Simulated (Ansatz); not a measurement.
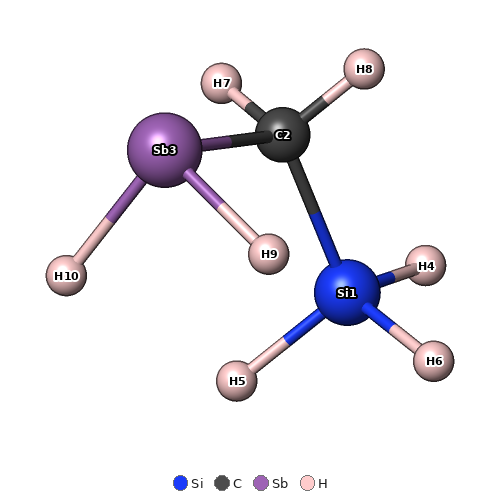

The system is CH₇SbSi, SMILES [SiH3][CH2][SbH2]; the picture shows the reference structure. First axis: bond length Si1–H5. Second axis: angle C2–Si1–H5. Nothing is relaxed (all other coordinates rigid). Grid: 15 × 15 points. Energies: kcal/mol, counted from the relaxed molecule at the same level. The reference is spin-restricted, which grows unreliable where a bond is stretched far. Theory: RHF/def2-TZVP (Ansatz).

Its coordinates:

```xyz
10

Si   -1.0878    0.2298   -0.6694
C     0.2664   -0.9109   -0.0555
Sb    1.8147   -0.0383    1.1892
H    -2.0630   -0.5132   -1.4997
H    -0.5124    1.3138   -1.4911
H    -1.8121    0.8270    0.4709
H     0.7788   -1.3678   -0.8965
H    -0.1635   -1.7219    0.5243
H     0.7648    0.8095    2.2228
H     2.0973    1.3207    0.2079
```

Range: bond length Si1–H5 from 1.211 to 2.215 Å; angle C2–Si1–H5 from 65.3 to 155.3°.

**What landscape does the calculation give?**

The lowest grid point is at bond length Si1–H5 = 1.498 Å, angle C2–Si1–H5 = 110.3°, 0.09 kcal/mol from the relaxed molecule at the same level. No other kind of well shows on this grid. The highest grid point, bond length Si1–H5 = 2.215 Å, angle C2–Si1–H5 = 155.3°, lies 92 kcal/mol above the lowest. Round the minimum the two coordinates are nearly uncoupled.

| angle C2–Si1–H5 ↓, bond length Si1–H5 → | 1.211 | 1.283 | 1.355 | 1.426 | 1.498 | 1.570 | 1.642 | 1.713 | 1.785 | 1.857 | 1.929 | 2.000 | 2.072 | 2.144 | 2.215 |
| --- | --- | --- | --- | --- | --- | --- | --- | --- | --- | --- | --- | --- | --- | --- | --- |
| 155.3 | 63 | 51 | 44 | 41 | 40 | 42 | 45 | 50 | 55 | 61 | 67 | 73 | 79 | 86 | 92 |
| 148.9 | 52 | 40 | 33 | 30 | 30 | 31 | 35 | 39 | 44 | 50 | 56 | 62 | 69 | 75 | 81 |
| 142.5 | 43 | 31 | 24 | 21 | 21 | 22 | 26 | 30 | 35 | 41 | 47 | 53 | 60 | 66 | 73 |
| 136.0 | 36 | 24 | 17 | 14 | 13 | 15 | 18 | 23 | 28 | 34 | 40 | 46 | 52 | 59 | 65 |
| 129.6 | 30 | 18 | 11 | 8 | 8 | 9 | 13 | 17 | 22 | 28 | 34 | 40 | 47 | 53 | 59 |
| 123.2 | 26 | 14 | 7 | 4 | 3 | 5 | 8 | 13 | 18 | 24 | 30 | 36 | 42 | 48 | 55 |
| 116.8 | 24 | 12 | 5 | 1 | 1 | 3 | 6 | 10 | 15 | 21 | 27 | 33 | 39 | 45 | 52 |
| 110.3 | 24 | 11 | 4 | 1 | 0 | 2 | 5 | 9 | 14 | 20 | 25 | 31 | 38 | 44 | 50 |
| 103.9 | 25 | 12 | 5 | 2 | 1 | 2 | 5 | 9 | 14 | 20 | 26 | 31 | 37 | 44 | 49 |
| 97.5 | 28 | 15 | 8 | 4 | 4 | 5 | 8 | 12 | 16 | 22 | 27 | 33 | 39 | 45 | 51 |
| 91.0 | 33 | 20 | 13 | 9 | 8 | 9 | 12 | 16 | 20 | 26 | 31 | 37 | 42 | 48 | 54 |
| 84.6 | 40 | 27 | 20 | 16 | 15 | 16 | 19 | 22 | 26 | 31 | 37 | 42 | 47 | 53 | 58 |
| 78.2 | 50 | 37 | 29 | 25 | 24 | 25 | 27 | 31 | 35 | 39 | 44 | 49 | 55 | 60 | 65 |
| 71.8 | 62 | 49 | 41 | 37 | 36 | 37 | 39 | 42 | 46 | 50 | 55 | 60 | 65 | 70 | 74 |
| 65.3 | 77 | 64 | 57 | 53 | 51 | 52 | 54 | 57 | 61 | 65 | 69 | 74 | 78 | 83 | 87 |

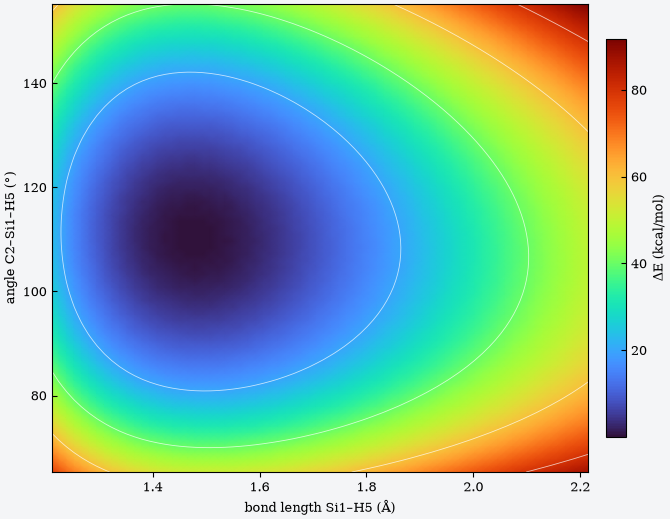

The picture shows a smooth colour map with a few white contour lines. Between grid points the surface is interpolated.

Each point was launched as `ansatz run input.yaml --threads 1 --pin off --max-ram 2560MiB --backend cpu --events-out ev --progress --plain --runs-dir out`. The whole map (225 points run) took 33 min on 1 thread of Arm Neoverse N1 (shared host).
